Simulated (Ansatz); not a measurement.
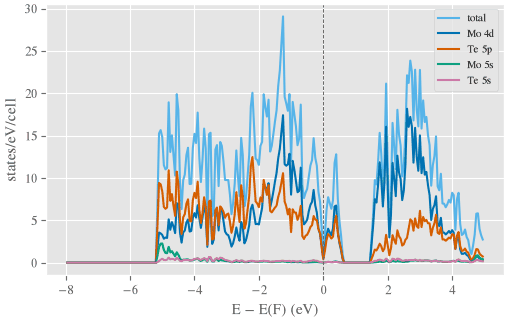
*Total and projected density of states of Te4Mo3 in space group R-3 (No. 148; Te on 6c, Te on 18f, Mo on 18f), DFT-r²SCAN in the program Ansatz with PAW potentials*

Which orbitals carry the states next to the Fermi level?

Within 0.5 eV of the Fermi level: Mo 4d 54 %, Te 5p 42 %. Projections are on Löwdin-orthogonalised atomic valence shells; empty p or d shells of many metals are not among them.

Where is the tallest occupied peak in this window, and what makes it?

Near -1.2 eV, about 29 states/eV per cell; the largest projected share is Mo 4d.

The first step of the workflow began from a Materials Project structure, measured or hypothetical; the Crystallography Open Database files this formula in space group No. 148, but the cells were not matched. Whether it is the stable phase at ambient conditions was not checked. Symmetry was held in the r²SCAN relaxation; its stability against distortions is not shown here. No spin polarisation was allowed. Spin–orbit coupling is left out wherever it is not named.

Potentials: the later of the program's two PAW sets.
